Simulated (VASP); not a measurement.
Data:

```
MgO
1.0
    0.00000     2.10419     2.10419
    2.10419     0.00000     2.10419
    2.10419     2.10419     0.00000
Mg O
1 1
Direct
  0.00000   0.00000   0.00000
  0.50000   0.50000   0.50000
```

The numbers are results of PBEsol GGA, VASP's PBE PAW potentials (set 64) (plane waves; VASP 6.6.1), not measurements. Run with 520 eV cut-off, 12×12×12 Γ-centred mesh, tetrahedra with Blöchl corrections, potentials Mg O.

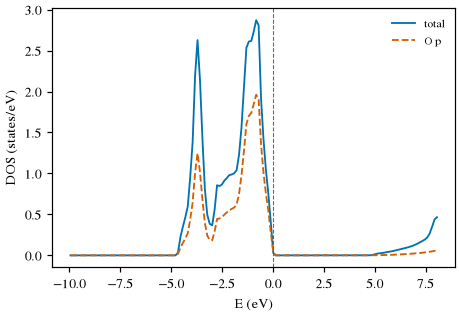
Total and projected density of states, zero at the valence-band maximum

Within 2 eV below the valence-band maximum the largest weight inside VASP's projection spheres is O p.

The gap is direct, 4.66 eV, from the valence maximum at Γ to the conduction minimum at Γ.

The structure comes from a measured MgO entry (Fm-3m) of the Crystallography Open Database, whose conditions weren't checked. It was relaxed first.
